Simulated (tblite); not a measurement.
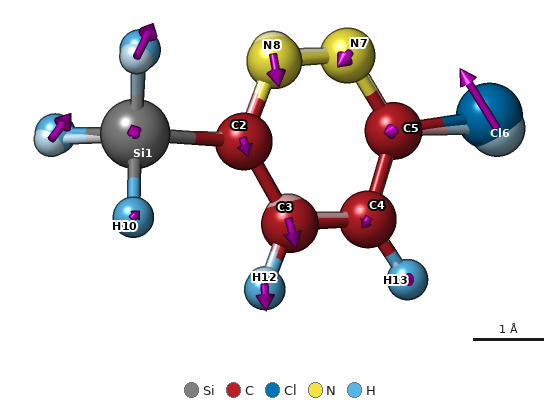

A relaxation of C$_{4}$H$_{5}$ClN$_{2}$Si. The starting structure is drawn faded, the final one solid; purple arrows show the displacements, 5 times their true length. The two geometries are superimposed by the best rigid fit.

A ball-and-stick model, seen at a tilt.

Method: GFN2-xTB geometry optimisation, gas phase (tblite 0.8.0). 

Q: Which element moves most?

A: Chlorine: up to 0.21 Å, against 0.15 Å for hydrogen.

Q: What happened in the run?

A: Over 35 geometry steps the energy falls by 7.29 kcal/mol. The largest move after the best rigid fit is that of the Cl atom, 0.21 Å. Largest moves by element: Cl 0.21 Å, H 0.15 Å, N 0.10 Å, C 0.09 Å, Si 0.05 Å. Some distances before and after: N–N 1.347 → 1.298 Å, C–Cl 1.763 → 1.717 Å, C–N 1.367 → 1.324 Å, C–Si 1.856 → 1.896 Å. Bond angles that change, for instance: H–Si–H 104.7° → 111.7°, Cl–C–N 121.6° → 116.5°, C–C–Cl 115.6° → 120.2°. Cost: 0.57 s on 1 thread of Intel(R) Xeon(R) Processor @ 2.50GHz, with other jobs on the host.
